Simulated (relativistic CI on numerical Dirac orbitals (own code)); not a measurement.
**F²⁺: one ion under different settings**

Aim: see what numerical and physical settings do to the SCF, the total energy and the lowest levels of F²⁺.

Program: relativistic CI on numerical Dirac orbitals (own code) version 3. Level of theory: Dirac-Coulomb-Breit CI, KLI orbitals optimised for each configuration, model QED (radiative potential, 1s self-energy scaled to tabulated hydrogen-like ionisation energies), numerical settings as typed. These are calculated values, not measurements, unless marked.

## 1. The atom as given

```
ion            : F²⁺ (F III)
nuclear charge : 9
electrons      : 7
isotope        : A = 19
```

## 2. Usual settings

The run's settings:

```ini
atom F  Z=9  charge=2  electrons=7
nucleus A=19  rms_radius_fm=2.8976
hamiltonian dirac-coulomb  breit=on  qed=on  c_scale=1
orbitals kli  potential=per-configuration
slater_scale 1
correlation none
mixing on
grid step=0.0125 r_max=24.9
scf mixing=0.4 start=green max_iterations=150 tolerance=2e-08 node_fill=0.05
configurations
  [He] 2s2 2p3
  [He] 2s 2p4
  [He] 2p5
end
```

On the command line:

```console
$ python run_levels.py task.json out
```

The settings of every run stand in task.json; they run in order.

## 3. Speed-of-light factor 10, nuclear radius 2.6078

Changes to the settings of step 2:

```diff
@@ -1,4 +1,4 @@
 atom F  Z=9  charge=2  electrons=7
-nucleus A=19  rms_radius_fm=2.8976
-hamiltonian dirac-coulomb  breit=on  qed=on  c_scale=1
+nucleus A=19  rms_radius_fm=2.6078
+hamiltonian dirac-coulomb  breit=on  qed=on  c_scale=10
 orbitals kli  potential=per-configuration
```

## 4. Grid step 0.03, node fill 0.2

The run's settings:

```ini
atom F  Z=9  charge=2  electrons=7
nucleus A=19  rms_radius_fm=2.8976
hamiltonian dirac-coulomb  breit=on  qed=on  c_scale=1
orbitals kli  potential=per-configuration
slater_scale 1
correlation none
mixing on
grid step=0.03 r_max=24.9
scf mixing=0.4 start=green max_iterations=150 tolerance=2e-08 node_fill=0.2
configurations
  [He] 2s2 2p3
  [He] 2s 2p4
  [He] 2p5
end
```

## 5. Node fill 0.01, speed-of-light factor 2, potential mixing 0.2

The run's settings:

```ini
atom F  Z=9  charge=2  electrons=7
nucleus A=19  rms_radius_fm=2.8976
hamiltonian dirac-coulomb  breit=on  qed=on  c_scale=2
orbitals kli  potential=per-configuration
slater_scale 1
correlation none
mixing on
grid step=0.0125 r_max=24.9
scf mixing=0.2 start=green max_iterations=150 tolerance=2e-08 node_fill=0.01
configurations
  [He] 2s2 2p3
  [He] 2s 2p4
  [He] 2p5
end
```

## 6. Start potential previous

The run's settings:

```ini
atom F  Z=9  charge=2  electrons=7
nucleus A=19  rms_radius_fm=2.8976
hamiltonian dirac-coulomb  breit=on  qed=on  c_scale=1
orbitals kli  potential=per-configuration
slater_scale 1
correlation none
mixing on
grid step=0.0125 r_max=24.9
scf mixing=0.4 start=previous max_iterations=150 tolerance=2e-08 node_fill=0.05
configurations
  [He] 2s2 2p3
  [He] 2s 2p4
  [He] 2p5
end
```

## 7. Grid step 0.15

Changes to the settings of step 6:

```diff
@@ -7,4 +7,4 @@
 mixing on
-grid step=0.0125 r_max=24.9
-scf mixing=0.4 start=previous max_iterations=150 tolerance=2e-08 node_fill=0.05
+grid step=0.15 r_max=24.9
+scf mixing=0.4 start=green max_iterations=72 tolerance=2e-08 node_fill=0.05
 configurations
```

## 8. Node fill 50

Changes to the settings of step 7:

```diff
@@ -7,4 +7,4 @@
 mixing on
-grid step=0.15 r_max=24.9
-scf mixing=0.4 start=green max_iterations=72 tolerance=2e-08 node_fill=0.05
+grid step=0.0125 r_max=24.9
+scf mixing=0.4 start=green max_iterations=83 tolerance=2e-08 node_fill=50
 configurations
```

(Steps that only read results are left out.)

**Question.** What will these runs give? Wanted: lowest level, usual settings; total energy; first excitation.

The runs gave:

| setting | total energy less usual (Ha) | largest shift of a level among the lowest eight of both runs, same label and place (cm⁻¹) | SCF iterations | time | lowest level | kind of change |
| --- | --- | --- | --- | --- | --- | --- |
| usual | 0 | 0 | 31 | 0.043 s | 2p3 4S°3/2 | - |
| speed-of-light factor 10, nuclear radius 2.6078 | 0.0807 | 1110 | 31 | 0.042 s | 2p3 4S°3/2 | unphysical constant |
| grid step 0.03, node fill 0.2 | 0.00101 | 214 | 29 | 0.025 s | 2p3 4S°3/2 | numerical |
| node fill 0.01, speed-of-light factor 2, potential mixing 0.2 | 0.0611 | 826 | 33 | 0.042 s | 2p3 4S°3/2 | unphysical constant |
| start potential previous | 0 | 0 | 26 | 0.041 s | 2p3 4S°3/2 | numerical |
| grid step 0.15 | 4.02e-05 | 17.4 | 30 | 0.016 s | 2p3 4S°3/2 | unsound |
| node fill 50 | 0.0652 | 5910 | 32 | 0.044 s | 2p3 4S°3/2 | unsound |

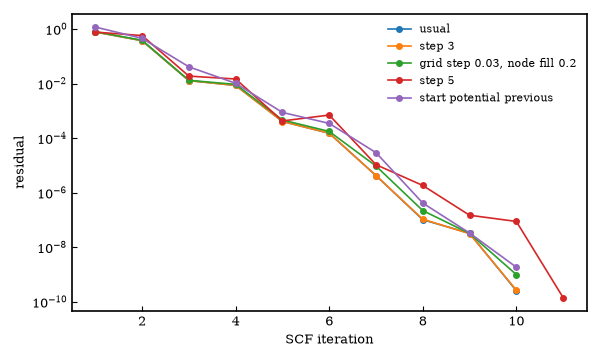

Residual of the first configuration's SCF.

| quantity | value |
| --- | --- |
| lowest level, usual settings | 2p3 4S°3/2 |
| total energy | -97.6795 Ha |
| first excitation | 37341 cm⁻¹ |

What this shows: Among the runs whose levels can be followed, they move most under «node fill 50» (unsound), by up to 5910 cm⁻¹. No visible change in the result comes from «start potential previous». Only the listed configurations are in the model. In a near-neutral ion this small CI can misplace whole configurations by 10,000 cm⁻¹ or more.
